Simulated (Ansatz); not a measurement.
# Phonons of SrAlH3 (Pm-3m) against volume, part 2 of 2

Aim: how the phonons of SrAlH3 (Pm-3m) shift with volume, and the thermal expansion that follows.

Ansatz 0.2.0; DFT PBEsol, scalar-relativistic, plane waves, PAW; PAW set soft_1.

So far, highest frequency on the path or at a solved wavevector (cm⁻¹): step 2 (phonons on a q mesh) 1451.

## Step 4: Phonons at the other volume, volume ratio 0.97

The phonons are repeated at this volume on the same k and q meshes.

Contents of input.yaml:

```yaml
crystal:
  lattice:
    - [4.4502001932, 0.0, 0.0]
    - [0.0, 4.4502001932, 0.0]
    - [0.0, 0.0, 4.4502001932]
  atoms:
    - { symbol: Sr, position: [0.5, 0.5, 0.5] }
    - { symbol: Al, position: [0.0, 0.0, 0.0] }
    - { symbol: H, position: [0.0, 0.5, 0.5] }
    - { symbol: H, position: [0.5, 0.5, 0.0] }
    - { symbol: H, position: [0.5, 0.0, 0.5] }
kpoints:
  mp_grid: { grid: [8, 8, 8] }
hamiltonian:
  xc: pbesol
  pseudopotentials: { kind: paw, azcp: { folder: soft_1 }, xc_functional: pbe }
scf:
  occupations: { method: methfessel_paxton, width: 0.2 }
output:
  eigenvalues: true
phonons:
  method: dfpt
  qmesh: [4, 4, 4]
  temperatures: { t_max: 1000, t_step: 50 }
  qpath:
    path:
      - [[0.0, 0.0, 0.0], [0.0, 0.5, 0.0], [0.5, 0.5, 0.0], [0.0, 0.0, 0.0], [0.5, 0.5, 0.5], [0.0, 0.5, 0.0]]
      - [[0.5, 0.5, 0.5], [0.5, 0.5, 0.0]]
    npoints: 10
```

Run with:

```sh
$ ansatz run input.yaml --threads 4 --pin off --max-ram 10240MiB --backend cpu --events-out ev --progress --plain --runs-dir out
```

Numbers of over 12 decimals in the logs are rounded to 6 here.

What it wrote:

```text
[...]
Crystal: 5 atoms, lattice volume = 88.133 Å³
Basis set: ecut = 420 eV, 1743 PW (Γ), exchange–correlation on 60×60×60 points (8 copies of the dense FFT grid, shifted against one another)
Bands: 13, of which v1, the nominal top of the filled ones, is band 8 counted from 1 (7 counted from 0)
Symmetry: 48 space group operations
k-points: 35 of 512
[...]
SCF iter   1: F=—  HF=-4064.011421 eV  |F-HF|=—  |Δ(HF+E_count)|=         —  Δρ=5.86e-2  dr2=5.30e0  ethr=3.10e-3  ⟨swp⟩=7.8  Hψ=3689  notcnv=0
[...]
SCF iter  11: F=-4062.068483 eV  HF=-4062.068483 eV  |F-HF|=9.09e-13  |Δ(HF+E_count)|=  3.64e-12  S|Δr|=    0.00e0  Δρ=2.00e-8  dr2=3.76e-13  ethr=1.00e-12  ⟨swp⟩=5.9  Hψ=1744  notcnv=0
SCF 1 converged in 11 iterations: F = -4062.068483 eV  dr2 = 3.76e-13
[...]
SCF iter   4: F=-4062.068483 eV  HF=-4062.068483 eV  |F-HF|=1.82e-12  |Δ(HF+E_count)|=  9.09e-12  S|Δr|=    0.00e0  Δρ=9.53e-8  dr2=5.02e-12  ethr=1.00e-12  ⟨swp⟩=1.5  Hψ=1072  notcnv=0
SCF 2 converged in 4 iterations: F = -4062.068483 eV  dr2 = 5.02e-12
[...]
NSCF: frozen V_eff on 35 k-points
[...]
SCF converged after 11 iterations
[...]
Free energy (F): -4062.068483 eV
[...]
Internal energy: -4062.069173 eV  (E = F + TS)
E sigma→0 (E₀):  -4062.068656 eV
Entropy (-TS):   0.000689 eV (0.138 meV/atom)
Fermi energy:    3.020548 eV
[...]
--- Band table (eV; the first three rows and the last of 35) ---
  k-point 0: bands = [... 4 lower, -2.9194, 0.8419, 0.8419, 3.0705, 5.3048, 5.3048, 5.3048, 8.9803, ... 1 higher]
  k-point 1: bands = [... 4 lower, -2.7893, 0.8411, 0.8715, 2.7706, 5.2844, 5.2844, 5.6582, 8.9595, ... 1 higher]
  k-point 2: bands = [... 4 lower, -2.4167, 0.5315, 0.9457, 2.6295, 5.2293, 5.2293, 6.2296, 9.0025, ... 1 higher]
  k-point 34: bands = [... 4 lower, 0.2803, 2.0576, 2.0576, 2.0576, 2.8375, 2.8375, 2.8375, 9.0051, ... 1 higher]
[...]
ASR residual: 2.400e-5 → 0.000e0 eV/Å²; symmetrization residual: 8.340e-8 eV/Å²
  ASR residual per site (eV/Å²): 2.40e-5 4.51e-6 1.14e-5 1.14e-5 1.14e-5
[...]
--- Phonons (arbitrary-q DFPT): 10 irreducible q on the 4×4×4 mesh ---
[...]
interpolated dispersion: 62 rows × 15 modes
[...]
```

Elapsed: 5.2 min, on 4 threads of Arm Neoverse V1, shared host; peak memory 1.3 GiB.

Numbers from this step:

```
sum-rule residual before enforcement                    : 2.40e-5 eV/Å²
lowest frequency on the path                            : -789.5 cm⁻¹
highest frequency on the path or at a solved wavevector : 1492 cm⁻¹
highest optical mode at the zone centre (no LO-TO term) : 1434 cm⁻¹
lowest optical zone-centre mode                         : -634.5 cm⁻¹
lowest mode on the q mesh (acoustic modes at Γ apart)   : -789.5 cm⁻¹
```

Frequencies (cm⁻¹) solved at each irreducible wavevector; negative means imaginary. Frequencies by wavevector, by row:

```
q in reciprocal lattice units  star  mode 1  mode 2  mode 3  mode 4  mode 13  mode 14  mode 15
                        0 0 0     1  -634.5  -634.5  -634.5  -536.5     1434     1434     1434
                     0 0 0.25     6  -561.6  -561.6  -521.5    -499     1434     1434     1448
                     0 0 -0.5     3  -495.5  -495.5  -491.9  -457.7     1434     1434     1466
                  0 0.25 0.25    12  -665.9  -555.8  -517.1  -470.5     1434     1437     1461
                  0 0.25 -0.5    12    -599  -582.2  -557.7  -461.2     1434     1439     1474
                  0 -0.5 -0.5     3  -789.5  -789.5  -586.2  -419.2     1435     1444     1485
               0.25 0.25 0.25     8  -592.9  -592.9  -578.1  -468.8     1438     1438     1468
               0.25 0.25 -0.5    12  -566.1  -562.7  -527.4  -524.9     1438     1441     1479
               0.25 -0.5 -0.5     6  -638.5  -638.5    -571  -481.7     1439     1446     1488
               -0.5 -0.5 -0.5     1  -575.4  -575.4  -575.4  -551.2     1449     1449     1492
```

The highest optical mode at the zone centre (no LO-TO term) is 1434.3 cm⁻¹, +51.3 cm⁻¹ against the base run.

## Step 5: Relaxing at another volume, volume ratio 1.03

The volume is scaled by 1.03 and held; symmetry leaves nothing to relax, so this is a single point. The modes can then be followed against volume.

input.yaml, the sections that differ from step 4:

```yaml
crystal:
  lattice:
    - [4.5401274559, 0.0, 0.0]
    - [0.0, 4.5401274559, 0.0]
    - [0.0, 0.0, 4.5401274559]
  atoms:
    - { symbol: Sr, position: [0.5, 0.5, 0.5] }
    - { symbol: Al, position: [0.0, 0.0, 0.0] }
    - { symbol: H, position: [0.0, 0.5, 0.5] }
    - { symbol: H, position: [0.5, 0.5, 0.0] }
    - { symbol: H, position: [0.5, 0.0, 0.5] }
output:
  forces: true
  stress: true
  eigenvalues: true
# kpoints, hamiltonian, scf: as in step 4
# phonons: removed
```

What it wrote:

```text
[...]
Crystal: 5 atoms, lattice volume = 93.585 Å³
Basis set: ecut = 420 eV, 1839 PW (Γ), exchange–correlation on 64×64×64 points (8 copies of the dense FFT grid, shifted against one another)
Bands: 13, of which v1, the nominal top of the filled ones, is band 8 counted from 1 (7 counted from 0)
Symmetry: 48 space group operations
[...]
k-points: 35 of 512
[...]
k-point 0: bands = [... 4 lower, -3.1143, 0.6039, 0.6039, 2.4456, 4.8148, 4.8148, 4.8148, 8.4714, ... 1 higher]
  k-point 1: bands = [... 4 lower, -2.9936, 0.5880, 0.6313, 2.1950, 4.8027, 4.8027, 5.1291, 8.4477, ... 1 higher]
  k-point 2: bands = [... 4 lower, -2.6470, 0.2357, 0.6997, 2.1217, 4.7683, 4.7683, 5.6630, 8.4767, ... 1 higher]
  k-point 34: bands = [... 4 lower, -0.2239, 1.6398, 1.6398, 1.6398, 2.5502, 2.5502, 2.5502, 8.2561, ... 1 higher]
[key lines of the parts left out:]
SCF converged after 8 iterations
Free energy (F): -4062.068686 eV
Fermi energy:    2.618436 eV
P = ⅓ Tr σ = -0.6497 GPa (-6.497 kbar)
```

Wall time 1 s (4 threads); peak memory 0.36 GiB; 3.4 s of CPU time.

This step gave:

- pressure: -0.6497 GPa
- volume per atom: 18.72 Å³

The run ends at a pressure of -0.65 GPa.

## Step 6: Phonons at the other volume, volume ratio 1.03

The phonons are repeated at this volume on the same k and q meshes.

input.yaml, as its differences from that of step 5:

```diff
@@ -19,4 +19,11 @@
 output:
-  forces: true
-  stress: true
   eigenvalues: true
+phonons:
+  method: dfpt
+  qmesh: [4, 4, 4]
+  temperatures: { t_max: 1000, t_step: 50 }
+  qpath:
+    path:
+      - [[0.0, 0.0, 0.0], [0.0, 0.5, 0.0], [0.5, 0.5, 0.0], [0.0, 0.0, 0.0], [0.5, 0.5, 0.5], [0.0, 0.5, 0.0]]
+      - [[0.5, 0.5, 0.5], [0.5, 0.5, 0.0]]
+    npoints: 10
```

What it wrote:

```text
[...]
Crystal: 5 atoms, lattice volume = 93.585 Å³
Basis set: ecut = 420 eV, 1839 PW (Γ), exchange–correlation on 64×64×64 points (8 copies of the dense FFT grid, shifted against one another)
Bands: 13, of which v1, the nominal top of the filled ones, is band 8 counted from 1 (7 counted from 0)
Symmetry: 48 space group operations
k-points: 35 of 512
[...]
k-point 34: bands = [... 4 lower, -0.2239, 1.6398, 1.6398, 1.6398, 2.5502, 2.5502, 2.5502, 8.2562, ... 1 higher]
[...]
ASR residual: 3.809e-5 → 0.000e0 eV/Å²; symmetrization residual: 4.135e-8 eV/Å²
  ASR residual per site (eV/Å²): 3.81e-5 3.41e-6 1.19e-5 1.19e-5 1.19e-5
[...]
--- Phonons (arbitrary-q DFPT): 10 irreducible q on the 4×4×4 mesh ---
[...]
interpolated dispersion: 62 rows × 15 modes
[...]
[key lines of the parts left out:]
SCF converged after 11 iterations
Free energy (F): -4062.068686 eV
Fermi energy:    2.618441 eV
```

Elapsed: 5.6 min, on 4 threads; peak memory 1.4 GiB.

Numbers from this step:

* sum-rule residual before enforcement: 3.81e-5 eV/Å²
* lowest frequency on the path: -694.8 cm⁻¹
* highest frequency on the path or at a solved wavevector: 1412 cm⁻¹
* highest optical mode at the zone centre (no LO-TO term): 1334 cm⁻¹
* lowest optical zone-centre mode: -574.7 cm⁻¹
* lowest mode on the q mesh (acoustic modes at Γ apart): -694.8 cm⁻¹

Frequencies (cm⁻¹) solved at each irreducible wavevector; negative means imaginary. Frequencies by wavevector, by row:

```
q in reciprocal lattice units  star  mode 1  mode 2  mode 3  mode 4  mode 13  mode 14  mode 15
                        0 0 0     1  -574.7  -574.7  -574.7  -475.9     1334     1334     1334
                     0 0 0.25     6  -505.9  -505.9  -456.1  -442.8     1334     1334     1359
                     0 0 -0.5     3  -444.5  -444.5  -432.7  -400.6     1334     1334     1378
                  0 0.25 0.25    12  -599.6  -504.3    -464  -412.8     1334     1340     1372
                  0 0.25 -0.5    12  -529.8  -515.9  -507.5  -410.1     1334     1342     1387
                  0 -0.5 -0.5     3  -694.8  -694.8  -545.4  -366.3     1334     1348     1401
               0.25 0.25 0.25     8  -533.1  -533.1  -526.4  -412.3     1340     1340     1381
               0.25 0.25 -0.5    12  -519.5  -514.8  -475.6    -461     1340     1344     1394
               0.25 -0.5 -0.5     6  -567.8  -567.8  -530.5    -426     1342     1350     1405
               -0.5 -0.5 -0.5     1  -512.6  -512.6  -512.6  -475.4     1352     1352     1412
```

The highest optical mode at the zone centre (no LO-TO term) is 1333.8 cm⁻¹, -49.3 cm⁻¹ against the base run.

## Step 7: Grüneisen parameters

The Grüneisen parameter of a mode is minus the logarithmic change of its frequency with volume, −d ln ω / d ln V; weighted by heat capacity it gives the expansion.

Numbers from this step:

- bulk modulus: 22.6 GPa

Phonon branches along the path, in cm⁻¹:

```
    point  branch 1  branch 2  branch 3  branch 4  branch 12  branch 13  branch 14  branch 15
        Γ      -604      -604      -604      -505        102       1383       1383       1383
        X      -470      -470      -462      -429        299       1383       1383       1421
        M      -742      -742      -565      -392        300       1383       1395       1443
        Γ      -604      -604      -604      -505        102       1383       1383       1383
        R      -531      -531      -531      -523        158       1400       1400       1451
        X      -470      -470      -462      -429        299       1383       1383       1421
jump to R      -531      -531      -531      -523        158       1400       1400       1451
        M      -742      -742      -565      -392        300       1383       1395       1443
```

The same for volume x 0.97:

```
point  branch 1  branch 2  branch 3  branch 4  branch 12  branch 13  branch 14  branch 15
    Γ      -634      -634      -634      -536         99       1434       1434       1434
    X      -496      -496      -492      -458        238       1434       1434       1466
    M      -790      -790      -586      -419        245       1435       1444       1485
    Γ      -634      -634      -634      -536         99       1434       1434       1434
    R      -575      -575      -575      -551        154       1449       1449       1492
    X      -496      -496      -492      -458        238       1434       1434       1466
    R      -575      -575      -575      -551        154       1449       1449       1492
    M      -790      -790      -586      -419        245       1435       1444       1485
```

The same for volume x 1.03:

```
point  branch 1  branch 2  branch 3  branch 4  branch 12  branch 13  branch 14  branch 15
    Γ      -575      -575      -575      -476        105       1334       1334       1334
    X      -444      -444      -433      -401        345       1334       1334       1378
    M      -695      -695      -545      -366        338       1334       1348       1401
    Γ      -575      -575      -575      -476        105       1334       1334       1334
    R      -513      -513      -513      -475        175       1352       1352       1412
    X      -444      -444      -433      -401        345       1334       1334       1378
    R      -513      -513      -513      -475        175       1352       1352       1412
    M      -695      -695      -545      -366        338       1334       1348       1401
```

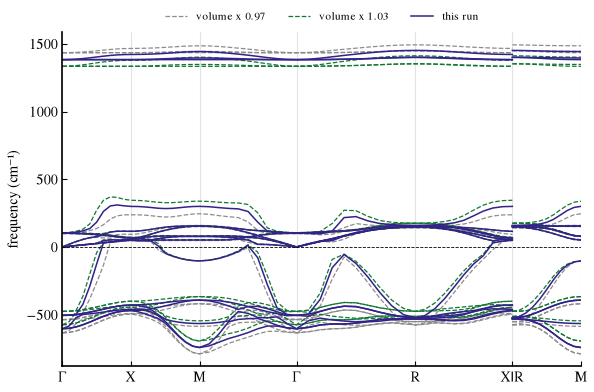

Phonon branches along the path; dashed: volume x 0.97 and volume x 1.03.

## Step 8: Results

```yaml
bulk_modulus: 22.6 GPa
```

No expansion is given, because modes are imaginary at one volume or more. The highest optical mode at Γ goes from 1434 to 1334 cm⁻¹ as the cell grows, a Grüneisen parameter of 1.21. Branches are matched by rank, so values near crossings are rough. With no gap, or one that is small against the smearing, the frequencies hang on the k mesh and the smearing, most of all near Kohn anomalies. The PAW files were made for PBE and serve the other functionals too. A phonon run warned that its eigensolver left some bands unconverged in a pass.

[Logs are printed without paths, hosts, clocks, repeated set-up lines and the standing remarks that a program may print on its own settings, such as how far it seeks lower states.]

[Hosts, paths, dates, database ids (printed as entryN), source tags and the programs' standing remarks are cut or masked in the printed files.]
